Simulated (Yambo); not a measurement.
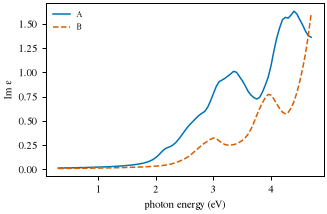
Figure: Two computed absorption spectra of Sr$_{2}$FeH$_{6}$ (space group Fm-3m, No. 225) (Yambo, PBEsol bands with the same scissor, field along x)

Problem. Which curve includes the electron-hole attraction (BSE), and where are its main peaks?

Solution. Curve A: the attraction moves weight to lower energy (centre of the plotted range 3.7 eV against 3.9 eV). Its peaks lie at 3.4 eV, 4.4 eV. Settings: 8×8×8 mesh, 3 valence and 6 conduction bands, static screening with 58 bands and a 3 Ry block, scissor 1.20 eV, Tamm-Dancoff. The scissor comes from a G0W0 run whose convergence isn't established. Broadening 0.15 eV. The band window holds all transitions up to 4.7 eV. Fine structure above the onset can come from the mesh.

Geometry of the Materials Project entry, not relaxed at this level; primitive cell a = b = c = 5.243 Å, α = β = γ = 60.00°.

The structure is a Materials Project entry; no match was found in the copy of COD used, and its stability was not checked.

The runs are not spin-polarised; magnetic order was not tried.
